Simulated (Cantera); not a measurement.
Input: 1 mol LiCl, 0.061 mol HCl, 48 mol H2, 0.1 mol H2O, held at 0.900 Torr.

Equilibrium computed with Cantera from the NASA thermochemical tables; the gas is ideal and each condensed phase is pure. Candidate condensed phases: H2O, Li, LiCl, LiH, LiOH, Li2O; 25 gas species. Equilibrium is a limit: real reactors are often held back by kinetics, nucleation or transport.

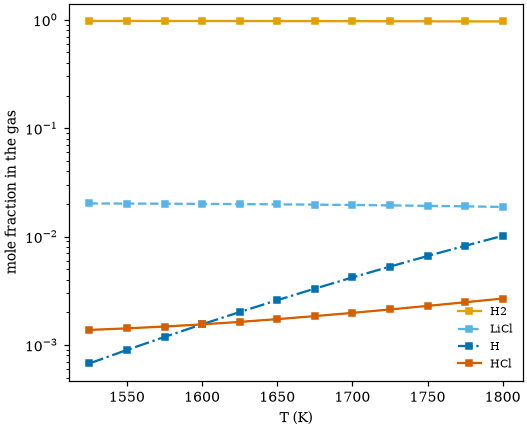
Equilibrium gas composition (values under 1e-9 drawn at 1e-9)

Problem. Read off the mole fractions at 1775 K.

Solution. H2 about 0.97, LiCl about 0.019, H about 0.0082, HCl about 0.0025.
